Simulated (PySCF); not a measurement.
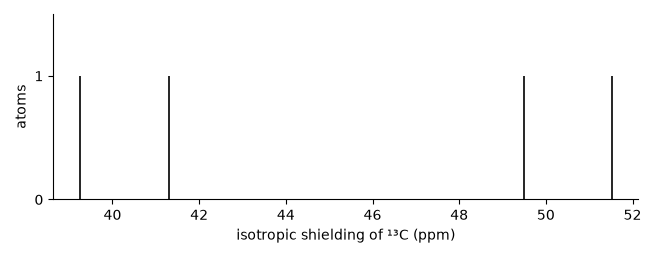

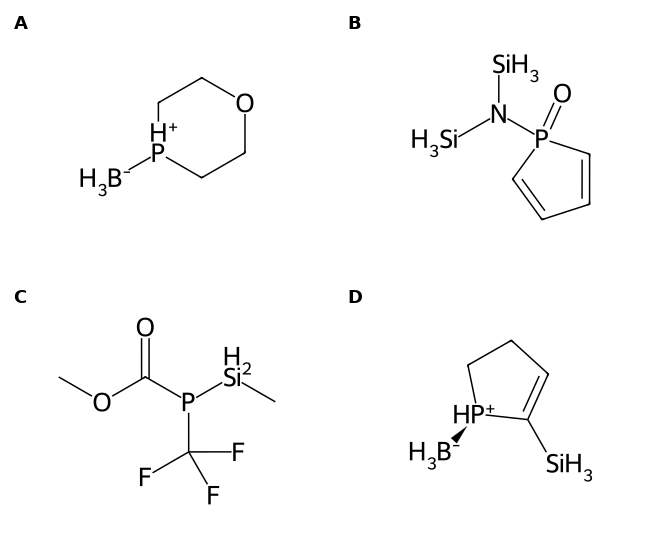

The sticks are computed shieldings of one of the molecules, for one fixed geometry (GFN2-xTB) without averaging over rotations. Low shielding means a high chemical shift. Method: GIAO PBE0/pcSseg-1 NMR shielding, non-relativistic, gas phase (PySCF 2.14.0).

Match the spectrum to a structure.

B, `O=P1(N([SiH3])[SiH3])C=CC=C1`. Its 4 C atoms give lines at 39.2, 41.3, 49.5, 51.5 ppm.

The geometry is semi-empirical. Around B, P, Si such bond lengths and angles can be off by a tenth of an ångström or more and by several degrees, and values that hang on the shape move with them.
